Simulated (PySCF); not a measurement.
## EPR calculation of C$_{7}$H$_{8}$N

System: C$_{7}$H$_{8}$N, multiplicity 2.
Method: UKS B3LYP, pcH-1 on C H N, non-relativistic, mean-field spin-orbit, GIAO (PySCF 2.14.0).

It belongs to a series of runs on one base structure; here: H added to sp C.

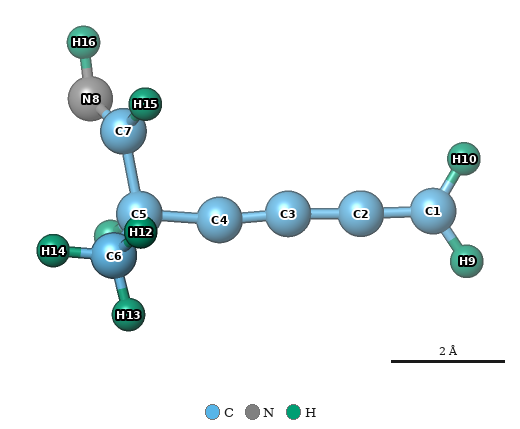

The structure as given in the input (ball-and-stick view, seen at a tilt; atoms are numbered from 1 in the order of the input). Bond lengths as drawn: C–C 1.23 to 1.53 Å, C–H 1.08 to 1.10 Å, C–N 1.25 Å and H–N 1.02 Å.

## Input
```
{"job": {"kind": "epr", "basis": "pcH-1"}, "charge": 0, "multiplicity": 2}
C      4.015224     0.336554     0.393881
C      2.750620     0.234099     0.132536
C      1.466092     0.148437    -0.092636
C      0.277928     0.027751    -0.401049
C     -1.157243    -0.031718    -0.546393
C     -1.658777    -1.478939    -0.604266
C     -1.709238     0.700016     0.649845
N     -2.246008     1.824140     0.501863
H      4.773755    -0.080063    -0.256929
H      4.388303     0.844767     1.274623
H     -1.454523     0.511504    -1.450231
H     -1.398733    -2.008185     0.310552
H     -1.205832    -1.999094    -1.445027
H     -2.739783    -1.491048    -0.722873
H     -1.551102     0.185805     1.608071
H     -2.558283     2.284920     1.353378
```

The first line tells a small driver script what to run in PySCF; the rest is the geometry in Å.

Command:
```bash
OMP_NUM_THREADS=1 python <driver script> task.json out
```

## What the program printed
```
UKS, coarse grid
  cycle   1  E = -326.10546294  |g| = 3.70e-01
  cycle   2  E = -326.03718549  |g| = 5.51e-01
  cycle   3  E = -326.16439350  |g| = 1.46e-01
  cycle   4  E = -326.17381767  |g| = 5.24e-02
  cycle   5  E = -326.17485176  |g| = 3.47e-02
  cycle   6  E = -326.17552906  |g| = 6.39e-03
  cycle   7  E = -326.17558546  |g| = 4.06e-03
  cycle   8  E = -326.17561702  |g| = 1.91e-03
  cycle   9  E = -326.17562705  |g| = 1.52e-03
  cycle  10  E = -326.17563085  |g| = 7.63e-04
UKS, final grid
  cycle   1  E = -326.17562342  |g| = 1.13e-03
  cycle   2  E = -326.17562200  |g| = 2.14e-03
  cycle   3  E = -326.17562461  |g| = 2.51e-04
  cycle   4  E = -326.17562475  |g| = 2.65e-04
  cycle   5  E = -326.17562492  |g| = 1.81e-04
  cycle   6  E = -326.17562496  |g| = 3.04e-05
  cycle   7  E = -326.17562496  |g| = 2.05e-05
E = -326.17562496 Eh   <S^2> = 0.7755 (exact 0.7500)
g shifts (ppm)      1          2          3
  rmc          -151       -151       -151
  gc             39         -2         33
  oz_so       -1134        136        765
  total       -1246        -17        648
hyperfine (MHz)  atom isotope    a_iso     a_fc   dipolar eigenvalues
    0   13C     -49.11     -49.11    -15.65      5.39     10.26
    1   13C      59.45      59.45    -61.99    -45.25    107.23
    2   13C     -70.53     -70.53    -20.66     -3.11     23.77
    3   13C      63.26      63.26    -51.01    -31.88     82.89
    4   13C     -17.75     -17.75     -1.30      0.03      1.26
    5   13C      16.81      16.81     -1.56     -1.44      3.00
    6   13C      48.73      48.73     -5.13     -2.02      7.15
    7   14N       2.89       2.89     -1.98     -1.47      3.44
    8    1H     126.69     126.69     -3.58     -2.80      6.37
    9    1H     129.24     129.24     -3.46     -2.57      6.04
   10    1H      24.51      24.51     -3.17     -2.75      5.92
   11    1H      -1.11      -1.11     -2.14     -1.59      3.73
   12    1H      -1.11      -1.11     -2.74     -1.51      4.25
   13    1H       1.27       1.27     -1.44     -1.08      2.52
   14    1H      -0.28      -0.28     -2.53     -1.35      3.88
   15    1H       3.40       3.40     -2.43     -1.01      3.45
```

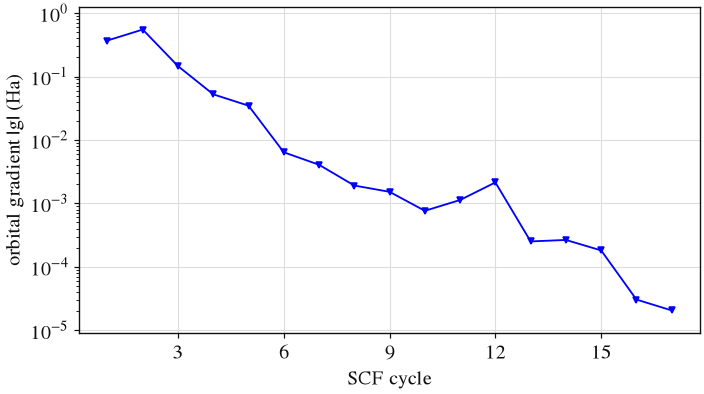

Convergence of the self-consistent field: orbital gradient |g| against the SCF cycle. All cycles printed in the log are drawn one after another.

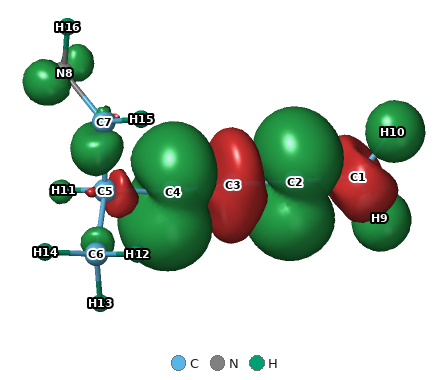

Isosurfaces of the spin density at +0.015 (green) and −0.015 e/Å³ (red), seen at a tilt. The unpaired spin (1 electron) lies mostly on C2 (about 0.4) and C4 (about 0.4), in electrons by Hirshfeld's partition.

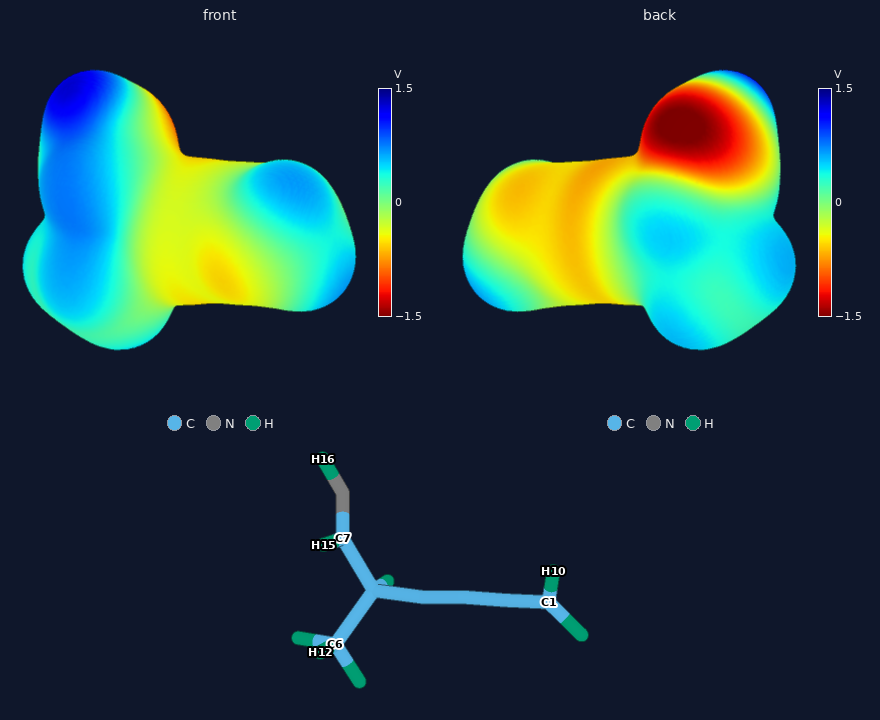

The molecular electrostatic potential painted on the density surface at 0.001 e/bohr³, seen at a tilt and from behind; red is negative and blue positive. The bare structure is drawn below in the same view. A positive charge is drawn to the negative regions and a negative charge to the positive ones.

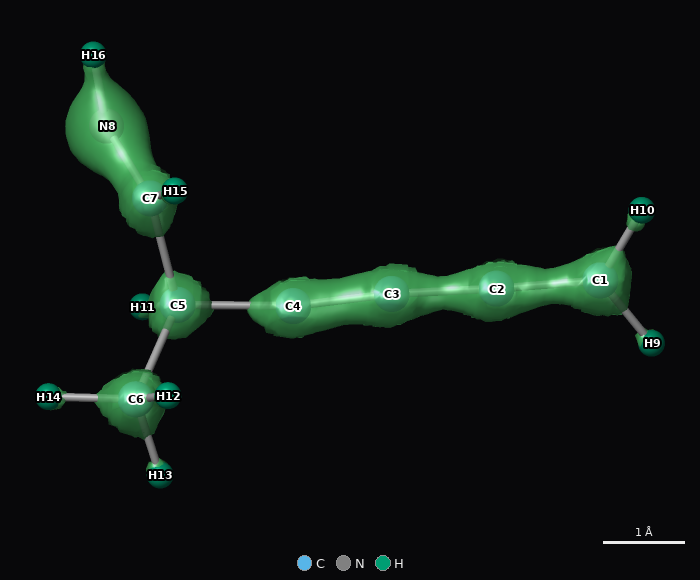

Isosurface of the total electron density at 2 e/Å³ (green), seen face on. At this value the surface falls into eleven separate pieces. On the grid the lowest density along these lines, outside the cores, is 2.6 e/Å³ (C–C, 1.23 Å), 2.7 e/Å³ (C–N, 1.25 Å), 2.3 e/Å³ (N–H, 1.02 Å) and 2.4 e/Å³ (C–C, 1.30 Å).

## Key numbers

```csv
quantity,value
outcome,converged
total energy,−326.175625 hartree
⟨S²⟩,0.775
isotropic g,2.0021
hardware,"1 CPU thread, shared host"
wall time,70 s
peak memory,1.1 GiB
```
